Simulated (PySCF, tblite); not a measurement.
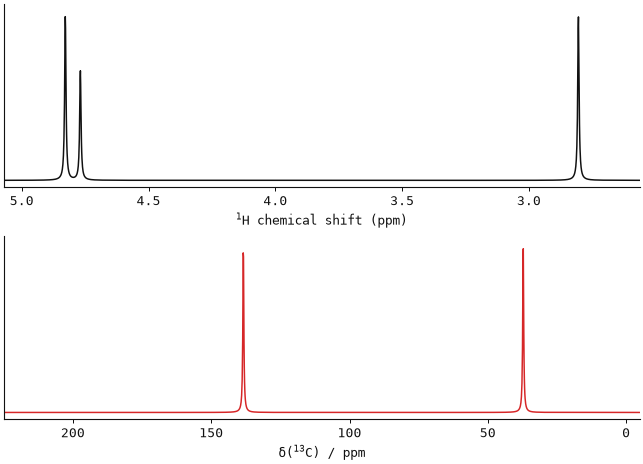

GIAO shifts, PBE0/pcSseg-1 with PySCF 2.14.0, at a GFN2-xTB geometry (a minimum by its frequencies), against TMS for ¹H and TMS for ¹³C computed at the same level. Gas phase, fully decoupled, line heights follow the number of nuclei, widths are arbitrary (no quadrupolar broadening); values of one conformer, averaged over methyl-type rotors and exact or near symmetry; other conformers aren't averaged in.

### Which molecule was computed?
A. C₂H₈F₃NSi₂, SMILES CN([SiH3])[SiH2]C(F)(F)F
B. C₂H₅BF₅N, SMILES [NH3+][BH2-]C(F)(F)C(F)(F)F
C. C₅H₇FOSi, SMILES C#CC[Si@]1(F)CCO1
D. C₆H₇FN₂Si, SMILES CN[Si@H]1C=C(F)C(C#N)=C1

A. Its ¹H signals: 4.83 (3 H), 4.77 (2 H), 2.80 (3 H) ppm. Its ¹³C signals: 138.4 (1 C), 37.2 (1 C) ppm.

Note: the tight-binding geometry is rougher than a DFT one and adds to the error.
